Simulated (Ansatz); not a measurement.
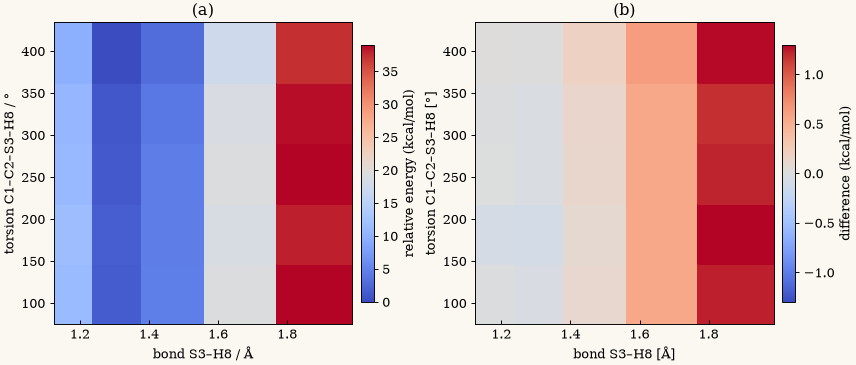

C2H5S, SMILES [CH2]CS, spin multiplicity 2. 
- Two internal coordinates are moved rigidly from the geometry relaxed at PBE0-D4/def2-TZVP, all others fixed.
- First axis: bond S3–H8. Second axis: torsion C1–C2–S3–H8.
- The grid has 5 × 5 points.
- Points are written as (first, second).
- Energies are in kcal/mol, from each map's own lowest point.
- Computed with UKS r2SCAN-D4/def2-TZVPP (Ansatz 0.2.0).

Panel (a): Ansatz 0.2.0, UKS r2SCAN-D4/def2-TZVPP. Panel (b): the map at Ansatz 0.2.0, UKS PBE0-D4/def2-TZVPP less the map of (a), each from its own lowest point.

**How does the change of method alter the landscape?**

The difference runs from −0.09 kcal/mol at (1.296 Å, 182°) to 1.3 kcal/mol at (1.879 Å, 182°).
